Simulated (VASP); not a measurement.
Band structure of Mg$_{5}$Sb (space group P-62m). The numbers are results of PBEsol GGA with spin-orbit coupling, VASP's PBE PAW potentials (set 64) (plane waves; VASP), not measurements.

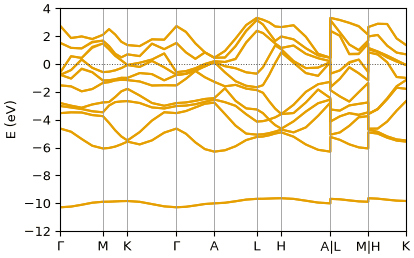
Figure: Bands along high-symmetry lines, zero at the valence-band maximum or, without a gap, the Fermi level

Task: Read the plot: is there a gap, and where are the band edges?

Result: It has no gap at this level: it comes out as a metal or semimetal.

The structure comes from a computed database's Mg5Sb entry (P-62m); how it stands against other phases isn't given here. It was relaxed first.
